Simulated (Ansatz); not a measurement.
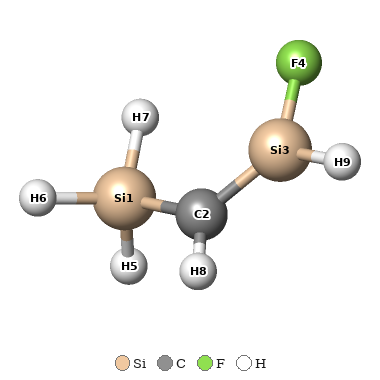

The system is CH5FSi2, SMILES F[SiH]=C[SiH3]; the picture shows the reference structure. Coordinates scanned: (1) umbrella angle at Si3 (between each of its bonds and their common axis; 90 is planar); (2) change of the bonds Si3–C2, Si3–F4, Si3–H9, all alike. Nothing is relaxed (all other coordinates rigid). Grid: 15 × 15 points. Points are written as (first, second). Energies: kJ/mol, counted from the lowest grid point. These are results of RKS B3LYP-D4/def2-TZVP (Ansatz 0.2.0), not measurements.

Its coordinates:

```yaml
atoms:
  - { symbol: Si, position_ang: [-0.5375, 1.0307, -0.8672] }
  - { symbol: C, position_ang: [-0.5510, -0.2826, 0.4231] }
  - { symbol: Si, position_ang: [0.7542, -1.1990, 0.9746] }
  - { symbol: F, position_ang: [2.2411, -1.0429, 0.4265] }
  - { symbol: H, position_ang: [-1.4368, 0.6903, -1.9991] }
  - { symbol: H, position_ang: [-0.9959, 2.3335, -0.3207] }
  - { symbol: H, position_ang: [0.8375, 1.1998, -1.3937] }
  - { symbol: H, position_ang: [-1.4937, -0.5236, 0.9091] }
  - { symbol: H, position_ang: [0.7612, -2.2481, 2.0014] }
```

Range: umbrella angle at Si3 (between each of its bonds and their common axis; 90 is planar) from 66.0 to 114.0°; change of the bonds Si3–C2, Si3–F4, Si3–H9, all alike from −0.174 to 0.269 Å.

Question: What landscape does the calculation give?

Answer: The lowest grid point is at (90.0°, 0.016 Å). No other kind of well shows on this grid. The highest grid point, (66.0°, −0.174 Å), lies 348 kJ/mol above the lowest. Round the minimum the two coordinates are nearly uncoupled.

```
second ↓, first →  66.0  69.4  72.9  76.3  79.7  83.1  86.6  90.0  93.4  96.9  100.3  103.7  107.1  110.6  114.0
            0.269   233   223   216   210   207   205   204   203   204   205    207    210    216    223    233
            0.237   204   192   183   176   171   168   166   166   166   168    171    176    183    192    204
            0.206   177   164   153   144   139   135   132   131   132   134    138    144    153    164    177
            0.174   153   137   124   115   107   102    99    98    99   102    107    114    124    137    153
            0.142   132   114    99    88    79    73    70    69    70    73     79     88     99    114    132
            0.111   116    96    79    66    56    49    45    44    45    49     56     66     79     96    116
            0.079   104    82    63    48    37    29    24    23    24    29     37     48     63     82    104
            0.047    99    74    53    37    24    15    10     8    10    15     24     36     53     74     99
            0.016   101    73    50    32    18     8     2     0     2     8     18     32     50     73    101
           −0.016   111    81    55    35    20     9     2     0     2     9     20     35     55     81    111
           −0.047   131    98    70    48    31    19    12     9    12    19     31     48     70     98    131
           −0.079   163   127    96    73    54    41    33    30    33    41     54     72     96    127    162
           −0.111   208   169   136   111    91    76    68    65    68    76     91    111    136    169    208
           −0.142   268   226   190   163   141   126   116   113   116   126    141    162    190    226    268
           −0.174   348   303   264   234   211   195   185   181   185   195    211    234    264    303    348
```

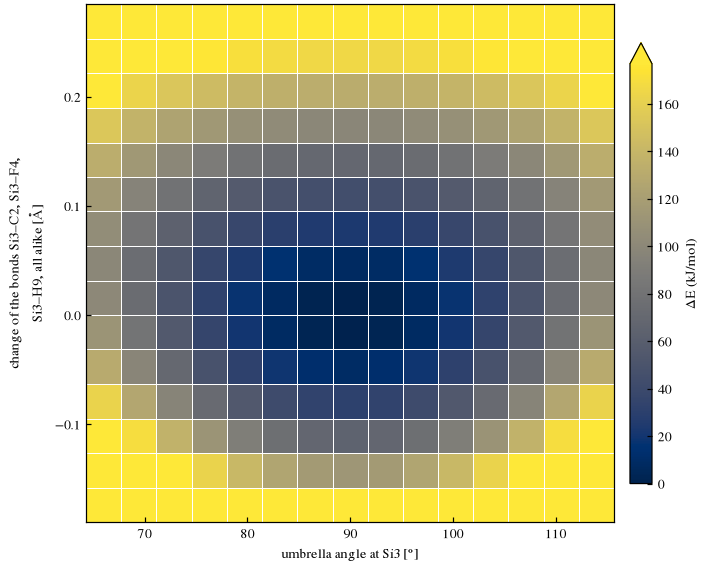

The picture shows one coloured cell a grid point, one colour for all values above the top of the scale.

Each point was launched as `ansatz run input.yaml --threads 1 --pin off --max-ram 2560MiB --backend cpu --events-out ev --progress --plain --runs-dir out`. Time for the 225 points that were run: 47 min on 1 thread of Arm Neoverse N1, with other jobs on the host.
